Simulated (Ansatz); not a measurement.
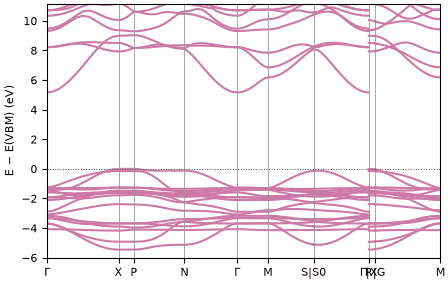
*Band structure from DFT-r²SCAN in the program Ansatz with PAW potentials*

Problem. Read off the gap and where the band edges lie.

Solution. About 5.2 eV (5.16 eV by a search for the band edges); maximum on the X–P line, 6 % of the way from X, minimum at Γ.

The material is Rb2ZnF4 in space group I4/mmm (No. 139; Rb on 4e, Zn on 2a, F on 4e, F on 4c).

The first step of the workflow began from a Materials Project structure, measured or hypothetical; the Crystallography Open Database copy checked does not list it. Whether it is the stable phase at ambient conditions was not checked. The cell was relaxed with r²SCAN under the symmetry of its start; its stability against distortions is not shown here. Scalar-relativistic: spin–orbit coupling is off unless named, which matters more the heavier the elements.

Potentials: the later of the program's two PAW sets.
